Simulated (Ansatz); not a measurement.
Response to strain in Se

Start from Se (space group P3_121, No. 152; a = 4.529 Å, c = 5.042 Å; made of chains).

Strains are applied to the cell and any free atomic positions relax.

Method: Kohn–Sham DFT with the PBE functional, run in Ansatz (a program for electronic structure) with PAW and 420 eV plane waves, scalar-relativistic without spin-orbit coupling, earlier PAW set.

Notes on the quantities. pressure: mean of the normal stresses, compression positive.

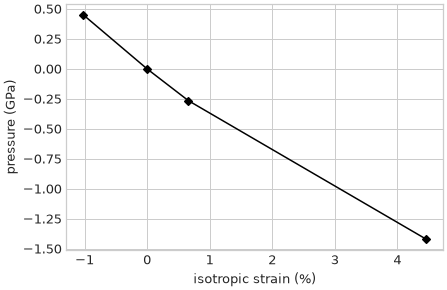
Fig. 1. Pressure against isotropic strain

| isotropic strain (%) | pressure |
|---|---|
| -1.02 | 0.45 GPa |
| 0.66 | -0.27 GPa |
| 4.46 | -1.42 GPa |

No phonon test of stability was made. No dispersion term is included, though the crystal is made of layers, chains or molecules, so its spacings can come out too wide.
